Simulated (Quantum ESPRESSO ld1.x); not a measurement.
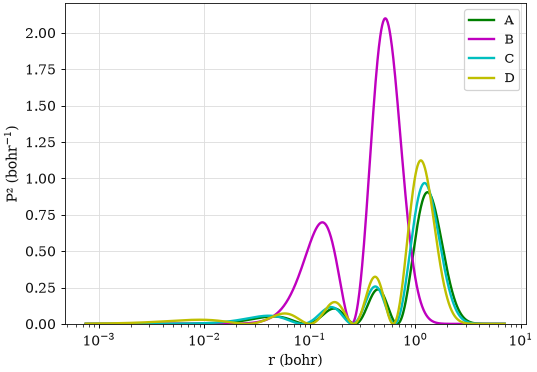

The holmium ion Ho³⁺ in the configuration [Xe] 4f10 (4f5/2: 6, 4f7/2: 4). Level of theory: Dirac Kohn-Sham, LDA (Slater exchange, Perdew-Zunger correlation), spin-unpolarised, spherical densities, point nucleus. Computed with Quantum ESPRESSO ld1.x 7.5.

The plot shows the radial probability densities P² (large components) of 5p1/2, 5p3/2, 5s and 4d3/2.

Which curve belongs to which orbital?

Answer. A is 5p3/2; B is 4d3/2; C is 5p1/2; D is 5s. 4d3/2: outer maximum at 0.516 bohr, ⟨r⟩ = 0.589 bohr, 1 node, eigenvalue −196.0 eV; 5s: outer maximum at 1.12 bohr, ⟨r⟩ = 1.25 bohr, 4 nodes, eigenvalue −80.3 eV; 5p1/2: outer maximum at 1.22 bohr, ⟨r⟩ = 1.39 bohr, 3 nodes, eigenvalue −58.7 eV; 5p3/2: outer maximum at 1.30 bohr, ⟨r⟩ = 1.48 bohr, 3 nodes, eigenvalue −53.1 eV.
